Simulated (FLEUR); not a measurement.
# FePt (Tetraferroplatinum): which magnetic order is lowest, part 2 of 2

Aim: find out whether FePt (Tetraferroplatinum) carries moments, and which collinear order costs least.

FLEUR MaX-R8.1; PBEsol; all-electron FLAPW, Dirac cores, scalar-relativistic bands.

So far, largest spin moment in the muffin-tin sphere (μB): step 2 (start 1: ferro +) 2.98; step 3 (start 2: antiferro q=(0,1/2,0) +-) 2.93.

### Step 4. Run 3 (antiferro q=(0,0,1/2) +-)

Reversing part of the moments tests the sign of the couplings between them.

This order needs a doubled cell of 4 atoms. The mesh is halved along the doubled vector, so that both cells sample the same points. The k list default-1 (kpts.xml, not shown) is a Γ-centred 10×10×5 mesh.

The input, inp.xml:

```
<?xml version="1.0" encoding="UTF-8" standalone="no"?>
<fleurInput fleurInputVersion="0.39">
   <comment>
      FePt
   </comment>
   <calculationSetup>
      <cutoffs Kmax="3.6" Gmax="10.8" GmaxXC="10.8" numbands="0"/>
      <scfLoop itmax="90" minDistance="0.00002" maxIterBroyd="15" imix="Anderson" alpha="0.05" precondParam="0.0" spinf="2.0" sdNocoIR="T"/>
      <coreElectrons ctail="T" frcor="F" kcrel="0" coretail_lmax="0"/>
      <xcFunctional name="PBEs" relativisticCorrections="F"/>
      <magnetism jspins="2"/>
      <soc l_soc="F" theta="0.0" phi="0.0" spav="F"/>
      <expertModes spex="0" secvar="F"/>
      <geometryOptimization l_f="F" forcealpha="1.0" forcemix="BFGS" epsdisp="0.00001" epsforce="0.00001"/>
      <ldaU l_linMix="F" mixParam="0.05" spinf="1.0"/>
   </calculationSetup>
   <cell>
      <bzIntegration valenceElectrons="64.0" mode="hist" fermiSmearingEnergy="0.00183747">
         <kPointListSelection listName="default-1"/>
         <xi:include xmlns:xi="http://www.w3.org/2001/XInclude" href="kpts.xml"> </xi:include>
      </bzIntegration>
      <xi:include xmlns:xi="http://www.w3.org/2001/XInclude" href="sym.xml"> </xi:include>
      <bulkLattice scale="1.0">
         <bravaisMatrix>
            <row-1>    5.1466691003480998     0.0000000000000000     0.0000000000000000</row-1>
            <row-2>    0.0000000000000000     5.1466691003480998     0.0000000000000000</row-2>
            <row-3>    0.0000000000000000     0.0000000000000000    14.0595623670240002</row-3>
         </bravaisMatrix>
      </bulkLattice>
   </cell>
   <atomSpecies>
      <species name="Iron (Fe) 2.800" element="Fe" atomicNumber="26">
         <mtSphere radius="2.47" gridPoints="817" logIncrement="0.015"/>
         <atomicCutoffs lmax="10" lnonsphr="8"/>
         <electronConfig flipSpins="F">
            <coreConfig>(1s1/2) (2s1/2) (2p1/2) (2p3/2)</coreConfig>
            <valenceConfig>(3s1/2) (3p1/2) (3p3/2) (4s1/2) (3d3/2) (3d5/2)</valenceConfig>
            <stateOccupation state="(3d3/2)" spinUp="1.4" spinDown="1.0"/>
            <stateOccupation state="(3d5/2)" spinUp="3.0" spinDown="0.6"/>
         </electronConfig>
         <energyParameters s="4" p="4" d="3" f="4"/>
         <lo type="SCLO" l="0" n="3" eDeriv="0"/>
         <lo type="SCLO" l="1" n="3" eDeriv="0"/>
      </species>
      <species name="Iron (Fe) -2.800" element="Fe" atomicNumber="26">
         <mtSphere radius="2.47" gridPoints="817" logIncrement="0.015"/>
         <atomicCutoffs lmax="10" lnonsphr="8"/>
         <electronConfig flipSpins="F">
            <coreConfig>(1s1/2) (2s1/2) (2p1/2) (2p3/2)</coreConfig>
            <valenceConfig>(3s1/2) (3p1/2) (3p3/2) (4s1/2) (3d3/2) (3d5/2)</valenceConfig>
            <stateOccupation state="(3d3/2)" spinUp="1.0" spinDown="1.4"/>
            <stateOccupation state="(3d5/2)" spinUp="0.6" spinDown="3.0"/>
         </electronConfig>
         <energyParameters s="4" p="4" d="3" f="4"/>
         <lo type="SCLO" l="0" n="3" eDeriv="0"/>
         <lo type="SCLO" l="1" n="3" eDeriv="0"/>
      </species>
      <species name="Platinum (Pt)" element="Pt" atomicNumber="78">
         <mtSphere radius="2.47" gridPoints="817" logIncrement="0.016"/>
         <atomicCutoffs lmax="10" lnonsphr="8"/>
         <electronConfig flipSpins="F">
            <coreConfig>(1s1/2) (2s1/2) (2p1/2) (2p3/2) (3s1/2) (3p1/2) (3p3/2) (4s1/2) (3d3/2) (3d5/2) (4p1/2) (4p3/2) (5s1/2) (4d3/2) (4d5/2) (4f5/2) (4f7/2)</coreConfig>
            <valenceConfig>(5p1/2) (5p3/2) (6s1/2) (5d3/2) (5d5/2)</valenceConfig>
            <stateOccupation state="(6s1/2)" spinUp="0.500000" spinDown="0.500000"/>
            <stateOccupation state="(5d3/2)" spinUp="1.800000" spinDown="1.800000"/>
            <stateOccupation state="(5d5/2)" spinUp="2.700000" spinDown="2.700000"/>
         </electronConfig>
         <energyParameters s="6" p="6" d="5" f="5"/>
         <lo type="SCLO" l="1" n="5" eDeriv="0"/>
      </species>
   </atomSpecies>
   <atomGroups>
      <atomGroup species="Iron (Fe) 2.800">
         <relPos label="                   1">.0000000000 .0000000000 .0000000000</relPos>
         <force calculate="T" relaxXYZ="TTT"/>
      </atomGroup>
      <atomGroup species="Iron (Fe) -2.800">
         <relPos label="                   2">.0000000000 .0000000000 1.000/2.000</relPos>
         <force calculate="T" relaxXYZ="TTT"/>
      </atomGroup>
      <atomGroup species="Platinum (Pt)">
         <relPos label="                   3">1.000/2.000 1.000/2.000 1.000/4.000</relPos>
         <relPos label="                   4">1.000/2.000 1.000/2.000 -1.000/4.000</relPos>
         <force calculate="T" relaxXYZ="TTT"/>
      </atomGroup>
   </atomGroups>
   <output dos="F" band="F" slice="F">
      <bandDOS minEnergy="-.5*Htr" maxEnergy="0.5*Htr" sigma="0.015" storeEVData="T"/>
      <plotting iplot="0" polar="F">
         <plot TwoD="T" vec1="  1.0  0.0  0.0" vec2="  0.0  1.0  0.0" vec3="  0.0  0.0  1.0" zero="  0.0  0.0  0.0" file="plot"/>
      </plotting>
      <moessbauerParams electricFieldGradient="F" isomerShift="F" coreHyperfine="F" valenceHyperfine="F"/>
   </output>
</fleurInput>
```

The input, crystal.txt:

```
FePt
&input film=F cartesian=F /
2.72350000000  0.00000000000  0.00000000000
0.00000000000  2.72350000000  0.00000000000
0.00000000000  0.00000000000  7.44000000000
1.8897261246
1.0 1.0 1.0

4
26 0.00000000000  0.00000000000  0.00000000000 : 2.800
26 0.00000000000  0.00000000000  0.50000000000 : -2.800
78 0.50000000000  0.50000000000  0.25000000000
78 0.50000000000  0.50000000000  0.75000000000

&kpt div1=10 div2=10 div3=5 gamma=T /
```

Run with:

```
$ OMP_NUM_THREADS=1 inpgen -f crystal.txt > inpgen.log  # inp.xml is then edited as shown
$ OMP_NUM_THREADS=1 mpirun -n 4 fleur_MPI > fleur.log
```

The program printed:

```text
[banner, memory and clock lines left out]
Welcome to FLEUR        (www.flapw.de)
      MaX-Release 8.1          (www.max-centre.eu)

 ========== k-point set info ==========
 Selected k-point list: default-1
 k-point list type: mesh
 0 x 0 x 0
 Number of k points: 64

 [... set-up left out ...]
 Iteration:     1   Distance:      38.15394710 me/bohr^3
 Iteration:     2   Distance:      17.46236820 me/bohr^3
 Iteration:     3   Distance:      13.53320230 me/bohr^3
 Iteration:     4   Distance:       8.62769725 me/bohr^3
 Iteration:     5   Distance:       7.14203358 me/bohr^3
[...]
<sumOfEigenvalues value="   -24116.6690338090">
               <coreElectrons value="-24079.6788223988"/>
               <valenceElectrons value="-36.9902114102"/>
            </sumOfEigenvalues>
         [... left out ...]
            <freeEnergy value="-39426.4797662859"/>
            <extrapolationTo0K value="-39426.4791245343"/>
         </totalEnergy>
         <densityConvergence units="me/bohr^3">
            <chargeDensity spin="1" distance="0.0000128204"/>
            <chargeDensity spin="2" distance="0.0000132249"/>
            <overallChargeDensity distance="0.0000170053"/>
            <spinDensity distance="0.0000197317"/>
         </densityConvergence>
      </iteration>
```

Run time: 59 s. Hardware: 4 MPI ranks of Arm Neoverse V1, shared host; peak memory 0.33 GiB; 3.9 min of CPU time.

Spin moment in the muffin-tin sphere by atom:

```csv
atom,spin moment in the muffin-tin sphere (μB)
Fe1,2.97
Fe2,-2.97
Pt3,0.00
Pt4,0.00
```

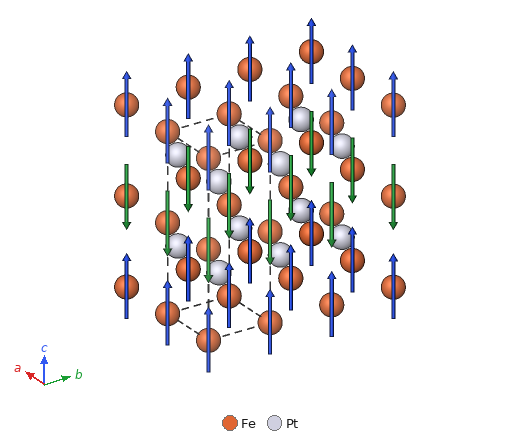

Spin moment in the muffin-tin sphere as arrows, the longest 2.97 μB. Up and down stand for the sign. Arrows give size and sign along the axis of quantisation, drawn up and down the page. The two directions have two colours. 2×3×1 cells are drawn. Some periodic images of atoms are drawn too.

Numbers from this step:

```
free energy                                                       : -1072849.1692 eV
program's band gap on this mesh (in a metal only a level spacing) : 0.009226 eV
magnetization                                                     : 0 μB
final state                                                       : antiferromagnetic
```

It lies 6.49 meV a seeded atom over the first start, and its largest moment is 2.97 μB against 2.98 μB.

### Step 5. Start 4: no spin polarisation

A spinless run gives the zero against which the gain from the moments is read.

The k list default-1 (kpts.xml, not shown) is a Γ-centred 10×10×10 mesh.

inp.xml, as its differences from that of step 4:

```diff
@@ -10,3 +10,3 @@
       <xcFunctional name="PBEs" relativisticCorrections="F"/>
-      <magnetism jspins="2"/>
+      <magnetism jspins="1"/>
       <soc l_soc="F" theta="0.0" phi="0.0" spav="F"/>
@@ -17,3 +17,3 @@
    <cell>
-      <bzIntegration valenceElectrons="64.0" mode="hist" fermiSmearingEnergy="0.00183747">
+      <bzIntegration valenceElectrons="32.0" mode="hist" fermiSmearingEnergy="0.00183747">
          <kPointListSelection listName="default-1"/>
@@ -26,3 +26,3 @@
             <row-2>    0.0000000000000000     5.1466691003480998     0.0000000000000000</row-2>
-            <row-3>    0.0000000000000000     0.0000000000000000    14.0595623670240002</row-3>
+            <row-3>    0.0000000000000000     0.0000000000000000     7.0297811835120001</row-3>
          </bravaisMatrix>
@@ -31,3 +31,3 @@
    <atomSpecies>
-      <species name="Iron (Fe) 2.800" element="Fe" atomicNumber="26">
+      <species name="Iron (Fe)" element="Fe" atomicNumber="26">
          <mtSphere radius="2.47" gridPoints="817" logIncrement="0.015"/>
@@ -37,17 +37,4 @@
             <valenceConfig>(3s1/2) (3p1/2) (3p3/2) (4s1/2) (3d3/2) (3d5/2)</valenceConfig>
-            <stateOccupation state="(3d3/2)" spinUp="1.4" spinDown="1.0"/>
-            <stateOccupation state="(3d5/2)" spinUp="3.0" spinDown="0.6"/>
-         </electronConfig>
-         <energyParameters s="4" p="4" d="3" f="4"/>
-         <lo type="SCLO" l="0" n="3" eDeriv="0"/>
-         <lo type="SCLO" l="1" n="3" eDeriv="0"/>
-      </species>
-      <species name="Iron (Fe) -2.800" element="Fe" atomicNumber="26">
-         <mtSphere radius="2.47" gridPoints="817" logIncrement="0.015"/>
-         <atomicCutoffs lmax="10" lnonsphr="8"/>
-         <electronConfig flipSpins="F">
-            <coreConfig>(1s1/2) (2s1/2) (2p1/2) (2p3/2)</coreConfig>
-            <valenceConfig>(3s1/2) (3p1/2) (3p3/2) (4s1/2) (3d3/2) (3d5/2)</valenceConfig>
-            <stateOccupation state="(3d3/2)" spinUp="1.0" spinDown="1.4"/>
-            <stateOccupation state="(3d5/2)" spinUp="0.6" spinDown="3.0"/>
+            <stateOccupation state="(3d3/2)" spinUp="1.200000" spinDown="1.200000"/>
+            <stateOccupation state="(3d5/2)" spinUp="1.800000" spinDown="1.800000"/>
          </electronConfig>
@@ -72,3 +59,3 @@
    <atomGroups>
-      <atomGroup species="Iron (Fe) 2.800">
+      <atomGroup species="Iron (Fe)">
          <relPos label="                   1">.0000000000 .0000000000 .0000000000</relPos>
@@ -76,9 +63,4 @@
       </atomGroup>
-      <atomGroup species="Iron (Fe) -2.800">
-         <relPos label="                   2">.0000000000 .0000000000 1.000/2.000</relPos>
-         <force calculate="T" relaxXYZ="TTT"/>
-      </atomGroup>
       <atomGroup species="Platinum (Pt)">
-         <relPos label="                   3">1.000/2.000 1.000/2.000 1.000/4.000</relPos>
-         <relPos label="                   4">1.000/2.000 1.000/2.000 -1.000/4.000</relPos>
+         <relPos label="                   2">1.000/2.000 1.000/2.000 1.000/2.000</relPos>
          <force calculate="T" relaxXYZ="TTT"/>
```

The input, crystal.txt:

```
FePt
&input film=F cartesian=F /
2.72350000000  0.00000000000  0.00000000000
0.00000000000  2.72350000000  0.00000000000
0.00000000000  0.00000000000  3.72000000000
1.8897261246
1.0 1.0 1.0

2
26 0.00000000000  0.00000000000  0.00000000000
78 0.50000000000  0.50000000000  0.50000000000

&kpt div1=10 div2=10 div3=10 gamma=T /
```

The program printed:

```text
[banner, memory and clock lines left out]
Welcome to FLEUR        (www.flapw.de)
      MaX-Release 8.1          (www.max-centre.eu)

 ========== k-point set info ==========
 Selected k-point list: default-1
 k-point list type: mesh
 0 x 0 x 0
 Number of k points: 128

 [... set-up left out ...]
 Iteration:     1   Distance:      58.15438879 me/bohr^3
 Iteration:     2   Distance:      19.70625293 me/bohr^3
 Iteration:     3   Distance:      16.71347968 me/bohr^3
 Iteration:     4   Distance:       9.91890836 me/bohr^3
 Iteration:     5   Distance:       6.01955712 me/bohr^3
[...]
<FermiEnergy value="0.4141323588" units="Htr"/>
         [... left out ...]
         <totalEnergy value="   -19713.2131346725" units="Htr">
            <sumOfEigenvalues value="   -12059.5981667465">
               <coreElectrons value="-12041.0822618750"/>
               <valenceElectrons value="-18.5159048715"/>
            </sumOfEigenvalues>
         [... left out ...]
            <freeEnergy value="-19713.2144195771"/>
            <extrapolationTo0K value="-19713.2137771248"/>
         </totalEnergy>
         <densityConvergence units="me/bohr^3">
            <chargeDensity spin="1" distance="0.0000095212"/>
         </densityConvergence>
      </iteration>
```

Elapsed: 16 s, on 4 MPI ranks; peak memory 0.21 GiB.

Read from the output:

```
free energy                                                       : -536423.8917 eV
program's band gap on this mesh (in a metal only a level spacing) : 0.001268 eV
final state                                                       : non-magnetic (no spin polarisation)
```

It lies 699 meV a seeded atom over the first start.

### Step 6. The states side by side

Free energies are divided by the number of seeded atoms, so that cells of unlike size compare. Wavevectors q in the names are fractions of the primitive cell's reciprocal vectors.

Orders:

```csv
start,final state,typed order kept,energy over the lowest (meV a seeded atom),largest sphere moment (μB),net moment (μB a primitive cell),mesh matched,CPU time (s)
ferro +,ferromagnetic,yes,0,2.983,3.327,yes,118.8
"antiferro q=(0,1/2,0) +-",antiferromagnetic,yes,17.09,2.927,0,yes,451.5
"antiferro q=(0,0,1/2) +-",antiferromagnetic,yes,6.491,2.973,0,yes,234.2
no spin polarisation,non-magnetic,-,699.4,0,0,yes,63.36
```

### Step 7. Results

| Property | Result |
| --- | --- |
| lowest state found | ferromagnetic (typed ferro +) |
| largest site spin moment | 2.98 μB |
| next finished state | antiferromagnetic, 6.49 meV a seeded atom higher |
| energy gained by spin polarisation | 699 meV a seeded atom |

**Reading.** The lowest state found is ferromagnetic, reached from the start ferro +, with moments up to 2.98 μB. The next finished state costs 6.5 meV a seeded atom. Forming the largest moments gains far more than ordering them, so they should outlast the ordering temperature. Only 4 starts were tried; other patterns of signs, canted and longer-period orders were not.

[Logs and program files are shortened in this print: banners, set-up blocks, solver, clock and traceback lines can be left out without a mark of their own.]

[Logs are printed without paths, hosts, clocks, repeated set-up lines and the standing remarks that a program may print on its own settings, such as how far it seeks lower states.]

[Hosts, paths, dates, database ids (printed as entryN), source tags and the programs' standing remarks are cut or masked in the printed files.]

[Where a cell is said to come from a database of computed structures, the database is the Materials Project.]
